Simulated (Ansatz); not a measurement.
**AlH2F (SMILES [H][Al]([H])[F]): levels of theory compared**

We compute a comparison of 6 runs (wB97M-V/STO-3G, wB97X/STO-3G, CCSDT(Q)/STO-3G, CCSDT/STO-3G, CCSD/STO-3G, FCI/STO-3G) of AlH2F. 

The calculation is run with Ansatz 0.2.0.

52 further runs of the same task are left out: 52 set aside as unsound or not needed.

**1. Starting point**

The species is AlH2F (4 atoms), meant as a singlet with charge 0. SMILES: `[H][Al]([H])[F]`. The H2–Al1 distance was set to 3.821 Å, away from the relaxed value. At this shape a bond of the SMILES string is far longer than usual.

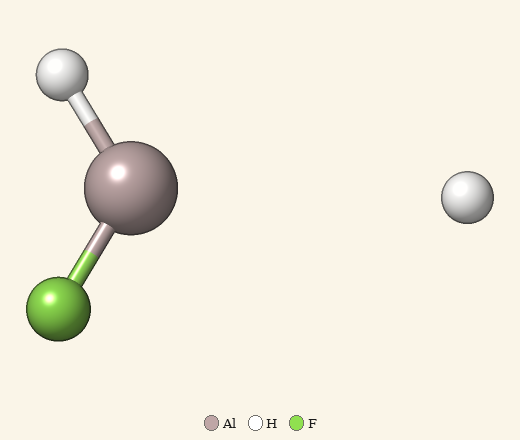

Viewed from a chosen angle; aluminium light grey, hydrogen white, fluorine green.

**2. A single-point energy at wB97M-V/STO-3G (run 1)**

job.yaml

```yaml
basis:
  gaussian:
    orbitals: STO-3G
crystal:
  periodic: [false, false, false]
  atoms:
    - {symbol: Al, position_ang: [-2.271358, 0.108505, -0.018770]}
    - {symbol: H, position_ang: [1.546910, -0.017870, 0.014080]}
    - {symbol: H, position_ang: [-3.029948, 1.434645, -0.039130]}
    - {symbol: F, position_ang: [-3.118478, -1.297805, -0.015310]}
hamiltonian:
  xc: {name: wB97M-V}
accuracy: high
```

Launch:

```console
$ ansatz run job.yaml --threads 1 --pin off --max-ram 2610MiB --events-out events.jsonl --progress --plain --runs-dir runs
```

Log:

```text
Warning: RAYON_NUM_THREADS=1 ignored (pool sized by the plan → 1); use --threads N
Functional definition: wB97M-V
  name "wB97M-V"
  parameter omega = 0.3/bohr
  parameter cx = 0.15
  parameter cx01 = 1.007
  parameter cx10 = 0.259
  parameter css00 = 0.443
  parameter css04 = -1.437
  parameter css10 = -4.535
  parameter css20 = -3.390
  parameter css43 = 4.278
  parameter cos00 = 1.000
  parameter cos10 = 1.358
  parameter cos20 = 2.924
  parameter cos21 = -8.812
  parameter cos60 = -1.390
  parameter cos61 = 9.142
  parameter b = 6.0
  parameter c = 0.01
  gx(w, u) = 1 - cx + cx01*u + cx10*w
  gss(w, u) = css00 + css04*u^4 + css10*w + css20*w^2 + css43*w^4*u^3
  gos(w, u) = cos00 + cos10*w + (cos20 + cos21*u)*w^2 + (cos60 + cos61*u)*w^6
  exchange = spin_sum(e_x_unif_sr(omega)*gx(b97_w, b97_u_x)) + cx*exact_x_sr(omega) + exact_x_lr(omega)
  correlation = spin_sum(e_c_pw_mod_same_spin*gss(b97_w, b97_u_same))
      + integral(e_c_pw_mod_opposite_spin*gos(b97_w_opposite, b97_u_opposite)) + vv10(b, c)
259 factors; integrals over basis functions are off by at most 4.5e-9 eV
116 factors; integrals over basis functions are off by at most 9.9e-10 eV
mean field evaluation 1: about -9212.6812 eV, gradient 2.4e1 eV
mean field evaluation 2: about -9204.6921 eV, gradient 3.0e1 eV
mean field evaluation 4: about -9217.7916 eV, gradient 1.7e1 eV
mean field evaluation 8: about -9217.7915 eV, gradient 1.7e1 eV
mean field evaluation 16: about -9220.0634 eV, gradient 1.3e-7 eV
mean field -9220.06344822 eV, -338.8310821385 hartree, gradient 1.8e-8 eV, S^2 0.000000; 0 other end points of the search recorded, 0 dependent functions left out
reference -9220.06345081 eV, -338.8310822337 hartree; 12, 12 occupied and 4, 4 virtual orbitals, 259 factors
Total energy: -9220.06345081 eV, -338.8310822337 hartree
```

Run time: 13 s. Hardware: 1 thread of Arm Neoverse V1, shared host; peak memory 0.24 GiB.

**3. The energy at wB97X/STO-3G (run 2)**

run.yaml

```yaml
crystal:
  periodic: [false, false, false]
  atoms:
    - {symbol: Al, position_ang: [-2.271358, 0.108505, -0.018770]}
    - {symbol: H, position_ang: [1.546910, -0.017870, 0.014080]}
    - {symbol: H, position_ang: [-3.029948, 1.434645, -0.039130]}
    - {symbol: F, position_ang: [-3.118478, -1.297805, -0.015310]}
basis:
  gaussian:
    orbitals: STO-3G
accuracy: high
hamiltonian:
  xc: {name: wB97X}
```

Launch:

```console
$ ansatz run run.yaml --threads 1 --pin off --max-ram 2610MiB --events-out events.jsonl --progress --plain --runs-dir runs
```

Log (excerpt; [...] marks lines left out):

```text
Warning: RAYON_NUM_THREADS=1 ignored (pool sized by the plan → 1); use --threads N
Functional definition: wB97X
  name "wB97X"
[...]
      + exact_x_lr(omega)
[...]
      + integral(e_c_pw_opposite_spin*poly(b97_u_opposite, 1, cos1, cos2, cos3, cos4))
259 factors; integrals over basis functions are off by at most 4.5e-9 eV
116 factors; integrals over basis functions are off by at most 9.9e-10 eV
[...]
mean field -9218.69991068 eV, -338.7809730583 hartree, gradient 1.2e-8 eV, S^2 0.000000; 0 other end points of the search recorded, 0 dependent functions left out
reference -9218.69990893 eV, -338.7809729939 hartree; 12, 12 occupied and 4, 4 virtual orbitals, 259 factors
Total energy: -9218.69990893 eV, -338.7809729939 hartree
```

Run time: 3.6 s. Hardware: 1 thread of Arm Neoverse V1, shared host; peak memory 0.21 GiB.

Runs 3 to 5 aren't shown in full; the table further down has their settings and results.

**4. A single-point energy at FCI/STO-3G (run 6)**

input.yaml

```yaml
crystal:
  periodic: [false, false, false]
  atoms:
    - {symbol: Al, position_ang: [-2.271358, 0.108505, -0.018770]}
    - {symbol: H, position_ang: [1.546910, -0.017870, 0.014080]}
    - {symbol: H, position_ang: [-3.029948, 1.434645, -0.039130]}
    - {symbol: F, position_ang: [-3.118478, -1.297805, -0.015310]}
basis:
  gaussian:
    orbitals: STO-3G
correlation:
  method: fci
  frozen_orbitals: {Al: 5, F: 1, H: 0}
accuracy: high
```

Launch:

```console
$ ansatz run input.yaml --threads 1 --pin off --max-ram 2610MiB --events-out events.jsonl --progress --plain --runs-dir runs
```

Log (excerpt; [...] marks lines left out):

```text
Warning: RAYON_NUM_THREADS=1 ignored (pool sized by the plan → 1); use --threads N
Functional definition: HF
  name "HF"
[...]
259 factors; integrals over basis functions are off by at most 4.5e-9 eV
[...]
mean field -9193.92014928 eV, -337.8703336232 hartree, gradient 3.6e-8 eV, S^2 0.000000; 1 other end points of the search recorded, 0 dependent functions left out; unrestricted orbitals would lower it
[...]
unrestricted determinant -9199.02960072 eV, -338.0581025001 hartree, S^2 1.0046
6 core orbitals not correlated: weight in the atoms' cores, before any rotation towards them, 1.000 or more for the frozen orbitals, at most 0.000 for the correlated occupied ones
reference -9193.92014928 eV, -337.8703336232 hartree; 6, 6 occupied and 4, 4 virtual orbitals, 259 factors
state -9200.48490364 eV, -338.1115838960 hartree
Total energy: -9200.48490364 eV, -338.1115838960 hartree
```

Wall time 0.38 s (1 thread of Arm Neoverse V1, shared host).

**5. The series**

```csv
run,level,frozen core orbitals,energy (Eh),wall time
1,wB97M-V/STO-3G,–,-338.831082,13 s
2,wB97X/STO-3G,–,-338.780973,3.6 s
3,CCSDT(Q)/STO-3G,6,-338.111714,0.24 s
4,CCSDT/STO-3G,6,-338.110851,0.22 s
5,CCSD/STO-3G,6,-338.099029,0.14 s
6,FCI/STO-3G,6,-338.111584,0.38 s
```

**6. Outcome**

| quantity | value |
| --- | --- |
| run 6: total energy | -338.11158 Eh |
| run 6: correlation energy (6 core orbitals frozen) | -241.3 mEh |

In words: Against full CI in this basis: CCSDT(Q) -0.1 mEh; CCSDT +0.7 mEh; CCSD +12.6 mEh. Totals of different functionals can't be ranked against each other. In run 5 the T1 diagnostic is large, so a single reference may not serve. In runs 3, 4, 5 the log says that unrestricted orbitals would lower the reference, so the values rest on an unstable closed-shell determinant (other closed-shell runs at this shape may share the fault). In runs 1, 2, 3, 4, 5, 6 the basis is minimal, so the values are rough. All runs together took 18 s, the longest 13 s.
